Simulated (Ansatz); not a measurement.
# Ligand exchange: SiH3Br + SiH3(GeH3) → SiH3(SiH3) + GeH3Br

Species: SiH3Br `[SiH3]Br`, singlet; SiH3(GeH3), singlet; SiH3(SiH3) (disilane), singlet; GeH3Br `[GeH3][Br]`, singlet. The partners trade Br for SiH3: Si–Br and Ge–SiH3 bonds give way to Si–SiH3 and Ge–Br.

Shapes, held fixed at every level: PBE0-D4/def2-TZVP. Programs: Ansatz 0.2.0. The zero-point and thermal change to 298 K, harmonic and unscaled (PBE0-D4/def2-TZVP), is -0.7 kJ/mol.

```tsv
level	kind	ΔH(298 K) (kJ/mol)	less CCSD(T)/def2-TZVPP
SPW92/def2-TZVPP	LDA	+24.1	+0.3
BHLYP-D4/def2-TZVPP	global hybrid	+22.6	-1.2
wB97M-V/def2-TZVPP	range-separated hybrid	+26.7	+2.9
B2PLYP/def2-TZVPP	double hybrid	+24.1	+0.3
MP2/def2-SVP	perturbation theory	+22.2	-1.6
CCSD/def2-SVP	coupled cluster or CI	+19.3	-4.5
CCSD(T)/def2-TZVPP	coupled cluster or CI	+23.8	0.0
```

The highest level, CCSD(T)/def2-TZVPP, gives ΔH(298 K) = +23.8 kJ/mol; the levels span +19.3 to +26.7. The column of differences is taken from that level and isn't an error. No measured value is set beside it here. Relativity is left out for Br, Ge unless named. Correlated rows may include outer-core shells of Br, Ge, which these sets cover unevenly.

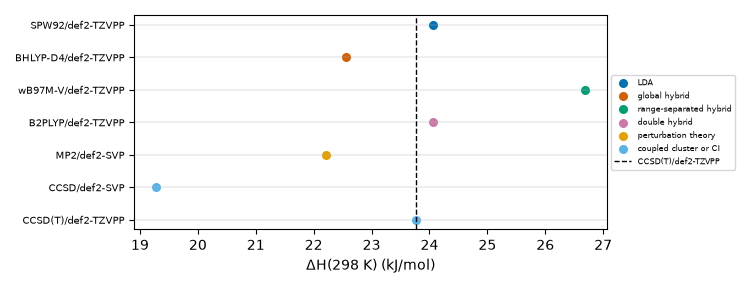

The values of the table, level by level.
